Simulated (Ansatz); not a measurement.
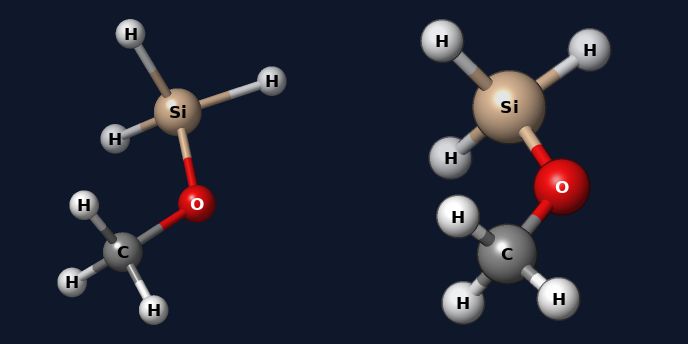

Both panels show the same species.

The computed structure is the end point of a PBE0-D4/def2-TZVP optimisation.

> Give the formula.

CH₆OSi, 9 atoms: 1 carbon, 6 hydrogen, 1 oxygen and 1 silicon.

> How many bonds of each kind are drawn?

3 Si–H, 3 C–H, 1 O–Si, 1 C–O. Sticks follow a distance rule.

More results for the same structure follow; atom numbers are the same in all pictures, views and colours differ.

## Shape

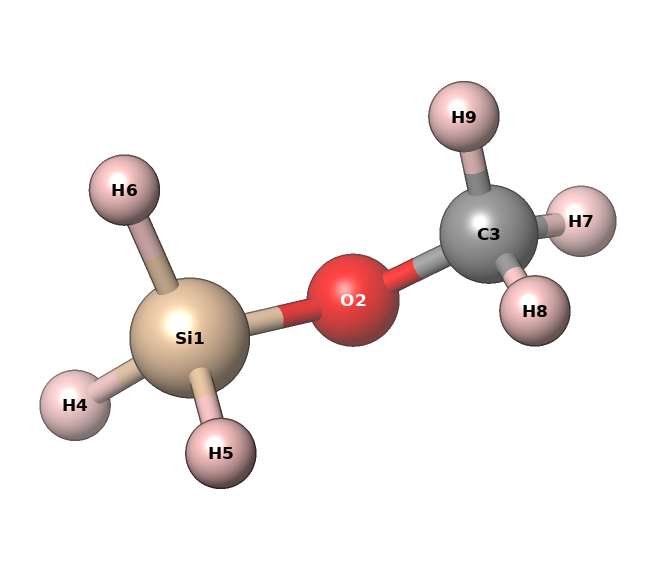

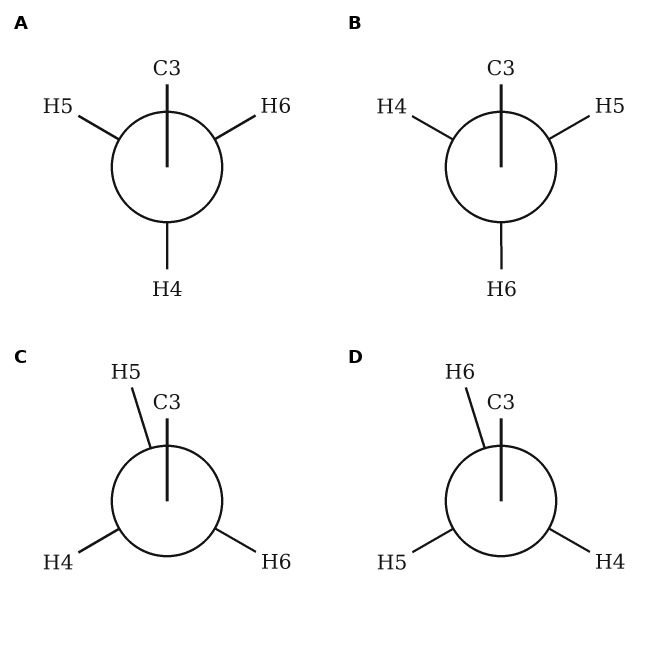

Distant atoms are faded towards the background colour. Bonds that would overlap in a projection are set slightly apart.

> Which Newman projection shows the view along O2–Si1, with O2 in front?

A. The torsion angle C3–O2–Si1–H4 is 180°, antiperiplanar (anti).

## Electronic properties

Method: RKS PBE0-D4/def2-TZVPP (Ansatz 0.2.0).

Predict the main results.

- HOMO energy (Kohn–Sham orbital): −8.19 eV
- LUMO energy (Kohn–Sham orbital): 0.29 eV
- HOMO–LUMO gap: 8.48 eV
- dispersion correction: −10.5 kJ/mol

## Vibrations

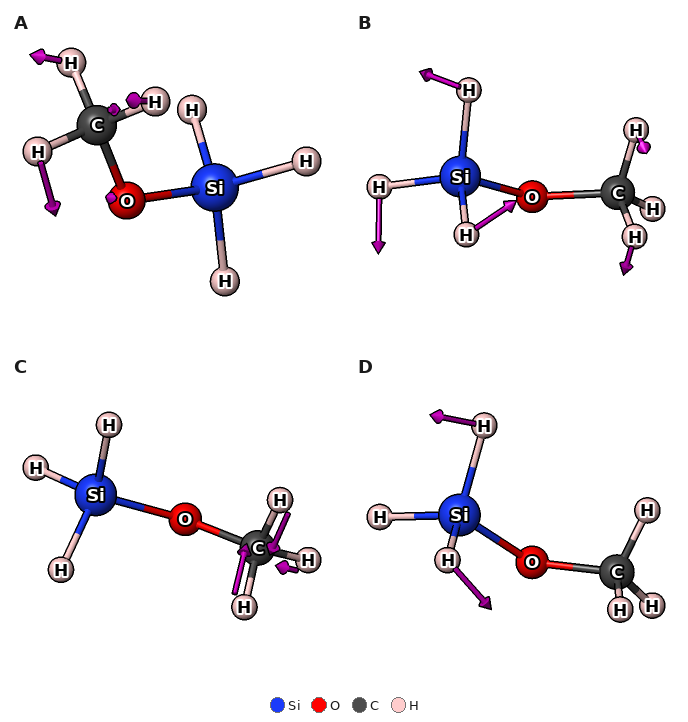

4 normal modes of one molecule or complex, as arrows. Harmonic vibrations computed with RKS PBE0-D4/def2-TZVP (Ansatz 0.2.0) at a stationary point of the same level.

> Match the panels to the wavenumbers 130 cm⁻¹, 715 cm⁻¹, 1216 cm⁻¹, 3011 cm⁻¹.

A: 1216 cm⁻¹
B: 130 cm⁻¹, a torsion or out-of-plane motion in which bond lengths and bond angles hardly change
C: 3011 cm⁻¹, in-phase stretching of 3 C–H bonds
D: 715 cm⁻¹, H–Si–O bending

## Dipole moment

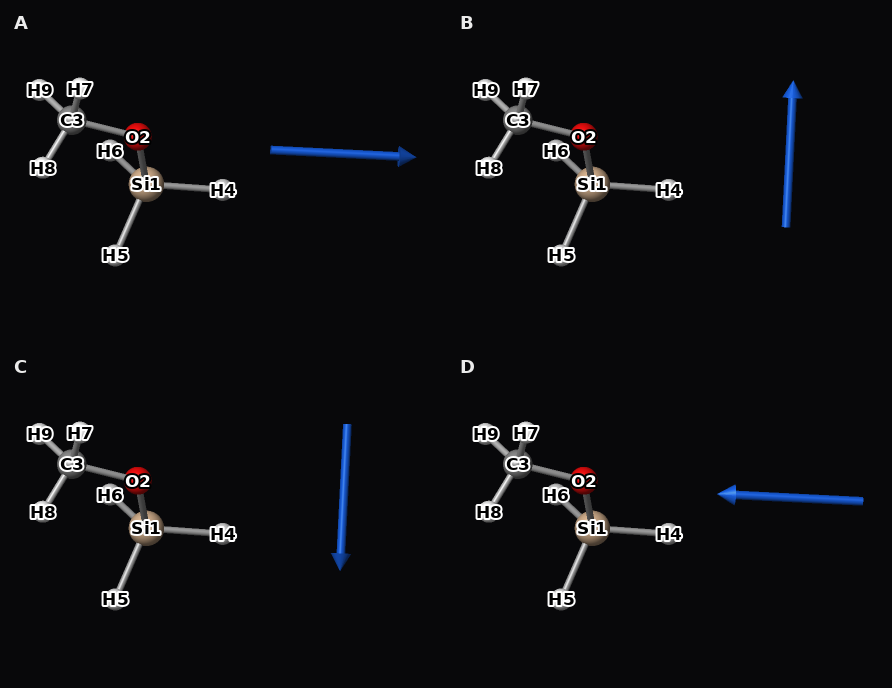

The same molecule four times, each with an arrow. Method: RKS PBE0-D4/def2-TZVP (Ansatz 0.2.0).

> Which arrow points along the dipole moment, from the negative to the positive end?

D. The dipole moment is 1.10 D; it points from the side of H4 to the side of H8, H9 (the outermost atoms at the two ends).
